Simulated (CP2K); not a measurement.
**PM6 run of SiBrCl (SMILES Cl[Si]Br)**

What is the vertical ionisation energy of SiBrCl at PM6? 

Program for the calculation: CP2K 2026.2.

3 further runs of the same task are left out: 1 that didn't finish, 2 set aside as unsound or not needed.

## (1) The system as given

SiBrCl: 3 atoms, total charge 0, spin state singlet. As SMILES, `Cl[Si]Br`. The coordinates come from a GFN2-xTB relaxation.

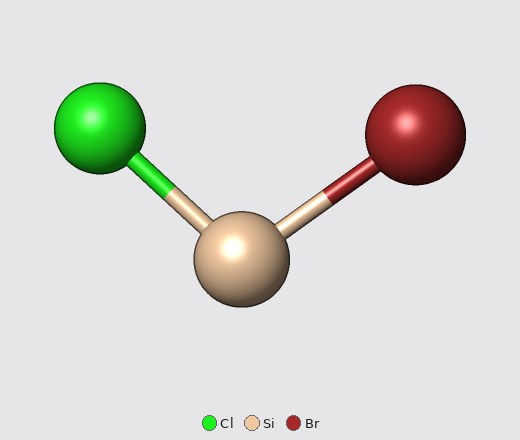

The structure, seen from a chosen angle (chlorine green, silicon light orange, bromine red).

## (2) Energy and gradient at PM6

Input file molecule.xyz:

```xyz
3

Cl     0.710910     1.431110     0.536160
Si    -0.755470     0.331720    -0.374250
Br     0.044560    -1.762830    -0.161910
```

Input file gas.inp:

```
&GLOBAL
   PROJECT_NAME gas
   RUN_TYPE ENERGY_FORCE
   PRINT_LEVEL MEDIUM
&END GLOBAL

&FORCE_EVAL
   METHOD Quickstep
   &DFT
      ! Quickstep
      &QS
         METHOD PM6
         EPS_DEFAULT 1.0E-10
         &SE
            &COULOMB
               CUTOFF [angstrom] 50
               RC_RANGE [angstrom] 0
            &END COULOMB
            &EXCHANGE
               CUTOFF [angstrom] 50
               RC_RANGE [angstrom] 0
            &END EXCHANGE
         &END SE
      &END QS
      ! cluster boundary conditions
      &POISSON
         PERIODIC NONE
         POISSON_SOLVER ANALYTIC
      &END POISSON
      ! self-consistent field
      &SCF
         SCF_GUESS ATOMIC
         EPS_SCF 1.0E-07
         MAX_SCF 100
         ADDED_MOS 2
         &DIAGONALIZATION
            ALGORITHM STANDARD
         &END DIAGONALIZATION
         &MIXING
            METHOD DIRECT_P_MIXING
            ALPHA 0.4
         &END MIXING
      &END SCF
      &PRINT
         &MOMENTS
            PERIODIC F
            REFERENCE COM
            MAX_MOMENT 1
         &END MOMENTS
         &MO ON
            ENERGIES T
            OCCUPATION_NUMBERS T
            NDIGITS 6
            &EACH
               QS_SCF 0
            &END EACH
            ADD_LAST NUMERIC
         &END MO
         &HIRSHFELD OFF
         &END HIRSHFELD
      &END PRINT
   &END DFT
   &SUBSYS
      &CELL
         ABC 11.5 13.2 10.9
         PERIODIC NONE
      &END CELL
      &TOPOLOGY
         COORD_FILE_NAME molecule.xyz
         COORD_FILE_FORMAT XYZ
         &CENTER_COORDINATES
         &END CENTER_COORDINATES
      &END TOPOLOGY
   &END SUBSYS
   &PRINT
      &FORCES ON
      &END FORCES
   &END PRINT
&END FORCE_EVAL
```

Command:

```
$ OMP_NUM_THREADS=1 cp2k.psmp gas.inp > gas.out
```

Output:

```text
CP2K| version string:                                       CP2K version 2026.2
[...]
 GLOBAL| Method name                                                        CP2K
[...]
 GLOBAL| Run type                                                   ENERGY_FORCE
[...]
                             - Atoms:                                          3
[...]
                             - Spherical basis functions:                     27
[...]
 Number of electrons:                                                         18
[...]
     1 P_Mix/Diag. 0.40E+00    0.0     0.97454937       -18.9083499665 -1.89E+01
[...]
    18 DIIS/Diag.  0.89E-07    0.0     0.00000009       -20.4287439120 -9.59E-14
  *** SCF run converged in    18 steps ***
  Core-core repulsion energy [eV]:                            463.62848296706323
  Core Hamiltonian energy [eV]:                              -868.28195938900922
  Two-electron integral energy [eV]:                         -302.48183174855279
  Electronic energy [eV]:                                   -1019.52287526328564
  Total energy [eV]:                                         -555.89439229622235
  Atomic reference energy [eV]:                               555.41546672389734
  Heat of formation [kcal/mol]:                               -11.04428694355657
[...]
 SE_DIPOLE| Moment [Debye]          1.63999810      -0.98435157       0.78454541
 SE_DIPOLE| Derivative [a.u.]       0.00000000       0.00000000       0.00000000
 ENERGY| Total FORCE_EVAL ( QS ) energy [hartree]            -20.428743911981773
 FORCES| Atomic forces [hartree/bohr]
 FORCES|   Atom     x               y               z               |f|
 FORCES|      1  1.06094443E-02  2.08898627E-02  7.95216095E-03   2.47423430E-02
 FORCES|      2 -4.49134297E-03 -1.31978460E-02 -3.82599279E-03   1.44566082E-02
 FORCES|      3 -6.11810128E-03 -7.69201673E-03 -4.12616816E-03   1.06594347E-02
 FORCES| Sum     0.00000000E+00 -1.11022302E-16  8.32667268E-17
 FORCES| Total atomic force                                       1.38777878E-16
[...]
```

It took 1.1 s on 1 thread of Intel Xeon Platinum 8375C at 2.90GHz (Ice Lake), shared host; peak memory 0.19 GiB.

## (3) The doublet cation

molecule.xyz is that of step 2.

Input file qs.inp:

```
&force_eval
 method Quickstep
 &dft
  charge 1
  multiplicity 2
  uks T
  &qs
   method PM6
   eps_default 1.0E-10
   &se
    &coulomb
     cutoff [angstrom] 50
     rc_range [angstrom] 0
    &end coulomb
    &exchange
     cutoff [angstrom] 50
     rc_range [angstrom] 0
    &end exchange
   &end se
  &end qs
  &poisson
   periodic NONE
   poisson_solver ANALYTIC
  &end poisson
  &scf
   scf_guess ATOMIC
   eps_scf 1.0E-07
   max_scf 100
   added_mos 4
   &diagonalization
    algorithm STANDARD
   &end diagonalization
   &mixing
    method DIRECT_P_MIXING
    alpha 0.4
   &end mixing
  &end scf
  &print
   &moments
    periodic F
    reference COM
    max_moment 1
   &end moments
   &mo ON
    energies T
    occupation_numbers T
    ndigits 6
    &each
     qs_scf 0
    &end each
    add_last NUMERIC
   &end mo
   &hirshfeld OFF
   &end hirshfeld
  &end print
 &end dft
 ! atoms, cell and kinds
 &subsys
  &cell
   abc 11.5 13.2 10.9
   periodic NONE
  &end cell
  &topology
   coord_file_name molecule.xyz
   coord_file_format XYZ
   &center_coordinates
   &end center_coordinates
  &end topology
 &end subsys
 ! extra output
 &print
  &forces ON
  &end forces
 &end print
&end force_eval

&global
 project_name qs
 run_type ENERGY_FORCE
 print_level MEDIUM
&end global
```

Command:

```
$ OMP_NUM_THREADS=1 cp2k.psmp qs.inp > qs.out
```

Output:

```text
CP2K| version string:                                       CP2K version 2026.2
[...]
 GLOBAL| Method name                                                        CP2K
[...]
 GLOBAL| Run type                                                   ENERGY_FORCE
[...]
                             - Atoms:                                          3
[...]
                             - Spherical basis functions:                     27
[...]
 Number of electrons:                                                          9
[...]
     1 P_Mix/Diag. 0.40E+00    0.0     0.51444292       -19.9650482059 -2.00E+01
[...]
    25 DIIS/Diag.  0.73E-07    0.0     0.00000009       -20.1184862935 -1.17E-13
  *** SCF run converged in    25 steps ***
  Core-core repulsion energy [eV]:                            463.62848296706323
  Core Hamiltonian energy [eV]:                              -833.41423071220493
  Two-electron integral energy [eV]:                         -355.33221080093949
  Electronic energy [eV]:                                   -1011.08033611267467
  Total energy [eV]:                                         -547.45185314561138
  Atomic reference energy [eV]:                               555.41546672389734
  Heat of formation [kcal/mol]:                               183.64530638700808
[...]
 SE_DIPOLE| Moment [Debye]          4.53732722      -3.91116809       2.04521500
 SE_DIPOLE| Derivative [a.u.]       0.00000000       0.00000000       0.00000000
 ENERGY| Total FORCE_EVAL ( QS ) energy [hartree]            -20.118486293511630
 FORCES| Atomic forces [hartree/bohr]
 FORCES|   Atom     x               y               z               |f|
 FORCES|      1 -1.36532973E-02  7.16589747E-03 -6.64009302E-03   1.67884916E-02
 FORCES|      2  3.52080425E-02 -3.17014795E-02  1.57274272E-02   4.99193552E-02
 FORCES|      3 -2.15547451E-02  2.45355821E-02 -9.08733422E-03   3.38995792E-02
 FORCES| Sum     4.16333634E-17  1.11022302E-16  0.00000000E+00
 FORCES| Total atomic force                                       1.18571871E-16
[...]
```

Wall time 1.1 s (1 thread of Intel Xeon Platinum 8375C at 2.90GHz (Ice Lake), shared host); peak memory 0.19 GiB.

## (4) Outcome

Level: PM6.

| quantity | value |
| --- | --- |
| singlet SiBrCl: total energy | -20.42874 Eh |
| singlet SiBrCl: dipole moment | 2.07 D |
| singlet SiBrCl: HOMO energy | -8.54 eV |
| singlet SiBrCl: LUMO energy | -1.87 eV |
| singlet SiBrCl: HOMO–LUMO gap | 6.68 eV |
| singlet SiBrCl: heat of formation at this unrelaxed shape | -11.0 kcal/mol |
| singlet SiBrCl: largest force on an atom | 1.272 eV/Å |
| doublet cation: total energy | -20.11849 Eh |
| doublet cation: HOMO energy (highest over α and β) | -13.87 eV |
| doublet cation: LUMO energy (lowest over α and β) | -8.34 eV |
| doublet cation: heat of formation at this unrelaxed shape | 183.6 kcal/mol |
| doublet cation: largest force on an atom | 2.567 eV/Å |
| vertical ionisation energy (to the doublet cation) | 8.443 eV |

Removing an electron at fixed nuclei costs 8.44 eV (195 kcal/mol). The largest force (singlet SiBrCl) is 1.27 eV/Å: the shape isn't a stationary point for this species at this level.
